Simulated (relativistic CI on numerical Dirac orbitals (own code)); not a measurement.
## Relativistic CI calculation for Eu³⁺

System: Eu³⁺.
Method: Dirac-Coulomb-Breit CI, KLI orbitals optimised for each configuration, model QED (radiative potential, 1s self-energy scaled to tabulated hydrogen-like ionisation energies), valence Slater integrals scaled by 0.7, one configuration in a parametric crystal field (relativistic CI on numerical Dirac orbitals, in-house).

**Input**
```
atom Eu  Z=63  charge=3  electrons=60
nucleus A=153  rms_radius_fm=5.1115
hamiltonian dirac-coulomb  breit=on  qed=on  c_scale=1
orbitals kli  potential=per-configuration
slater_scale 0.7
correlation none
mixing on
configurations
  [Xe] 4f6
end
crystal_field Oh B40=1940 B60=420
```

Hardware: 1 CPU thread, shared host.

The program writes its results to a structured record and prints no log; tables and figures of this report are taken from that record.

**The lowest 20 levels**

| Configuration | Level | E (cm⁻¹) | LS purity (%) |
| --- | --- | --- | --- |
| 4f⁶ | ⁷F₀ | 0 | 89 |
| 4f⁶ | ⁷F₁ | 455 | 92 |
| 4f⁶ | ⁷F₂ | 1,197 | 94 |
| 4f⁶ | ⁷F₃ | 2,096 | 96 |
| 4f⁶ | ⁷F₄ | 3,074 | 97 |
| 4f⁶ | ⁷F₅ | 4,080 | 96 |
| 4f⁶ | ⁷F₆ | 5,076 | 94 |
| 4f⁶ | ⁵D₀ | 12,950 | 70 |
| 4f⁶ | ⁵D₁ | 14,820 | 82 |
| 4f⁶ | ⁵D₂ | 17,280 | 90 |
| 4f⁶ | ⁵L₆ | 19,220 | 85 |
| 4f⁶ | ⁵D₃ | 20,050 | 91 |
| 4f⁶ | ⁵L₇ | 20,370 | 91 |
| 4f⁶ | ⁵L₈ | 21,310 | 94 |
| 4f⁶ | ⁵G₂ | 21,370 | 89 |
| 4f⁶ | ⁵G₆ | 21,450 | 55 |
| 4f⁶ | ⁵G₅ | 21,580 | 62 |
| 4f⁶ | ⁵G₃ | 21,610 | 77 |
| 4f⁶ | ⁵G₄ | 21,660 | 68 |
| 4f⁶ | ⁵L₉ | 22,020 | 94 |

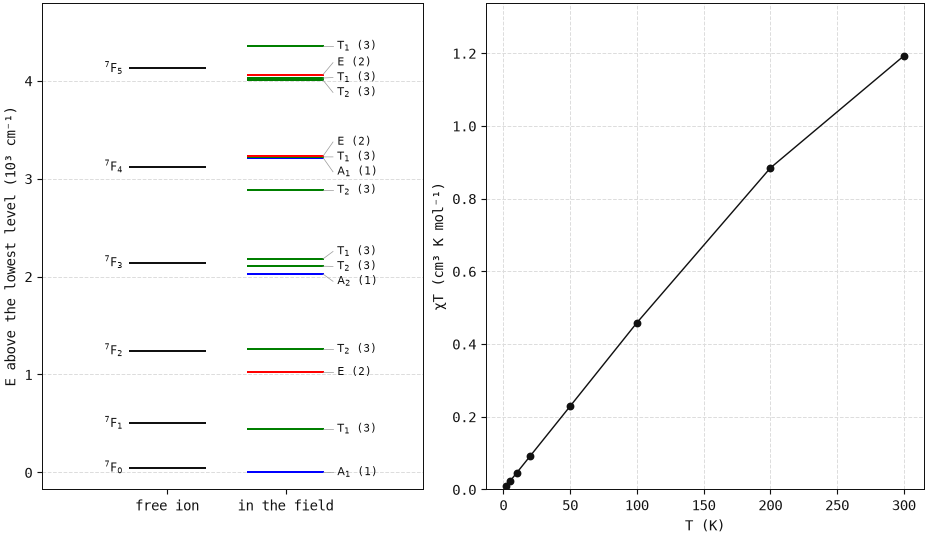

Eu³⁺ (4f⁶) in a field of Oh symmetry with B40 = 1,940, B60 = 420 cm⁻¹ (Wybourne parameters). Labels give the double-group representation and, in brackets, the degeneracy; the lowest 15 of 1262 levels are drawn. One open-shell configuration in a parametric field without covalency; powder susceptibility by Van Vleck's formula. The free ion's lowest level is ⁷F₀. The ground level is A₁, a singlet, with total spin S = 2.90 and J = 0.25 (from expectation values). The next level lies at 443 cm⁻¹ (T₁). The field lowers the ground state by 47 cm⁻¹ against the free ion. χT is 0.00916 cm³ K mol⁻¹ at 2 K, 0.229 at 50 K and 1.19 at 300 K, an effective moment of 3.09 μB at room temperature.

**Key numbers**

- outcome: converged
- lowest level: 4f⁶ ⁷F₀
- first excited level: 4f⁶ ⁷F₁, 455 cm⁻¹
- levels computed: 1262
- CPU time: 9.8 s
